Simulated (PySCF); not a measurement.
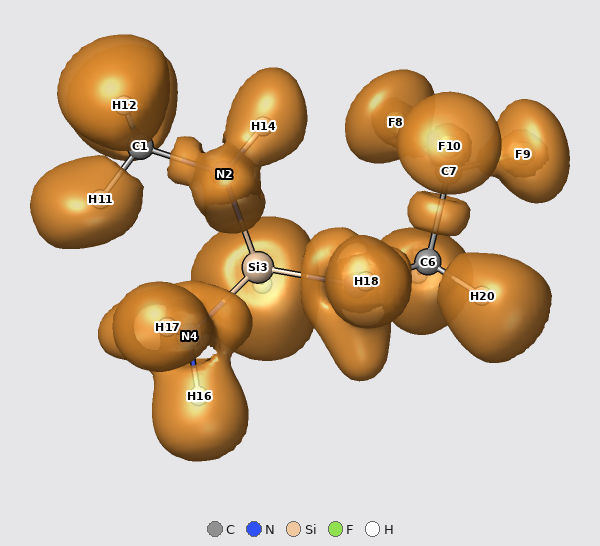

*C3H10F3N3Si. Isosurface of the electron localisation function at 0.75 (orange), seen across its widest extent. Core shells and regions of very low density are left out.*

Geometry: GFN2-xTB.

Theory: PBE0/pcSseg-1, SCF density, gas phase, non-relativistic (PySCF).

```xyz
20

C     2.3777    1.4300   -0.8981
N     1.0581    0.8446   -0.8178
Si    0.7188   -0.6116    0.0269
N     1.8911   -1.7307   -0.5517
N    -0.9112   -1.1335   -0.2944
C    -2.0265   -0.7339    0.4962
C    -2.5343    0.6714    0.1645
F    -1.6919    1.6376    0.5643
F    -3.7160    0.9349    0.7467
F    -2.7101    0.8476   -1.1543
H     3.1121    0.6312   -0.8553
H     2.4893    1.9686   -1.8416
H     2.5747    2.1248   -0.0761
H     0.3444    1.5580   -0.8243
H     0.8220   -0.6340    1.4887
H     1.8484   -2.6797   -0.2225
H     2.1274   -1.7149   -1.5298
H    -1.1635   -1.2587   -1.2635
H    -1.7388   -0.7277    1.5494
H    -2.8770   -1.4133    0.3605
```

Where are the electrons localised?

The ELF exceeds this value in one region between bonded C–C atoms (shared pairs), six regions around hydrogen nuclei, three regions on F in which the atom's valence shell and bonds are merged and three joined regions spread over several atoms (H, N), in which their bonds and any lone pairs are merged. Along the contacts the grid gives the following. C–F (1.34 Å): the ELF peaks at about 0.85 between the atoms: a shared but strongly polarised pair. C–N (1.42 Å): the ELF peaks at about 0.90 between the atoms, as expected for localised, covalent bonding.
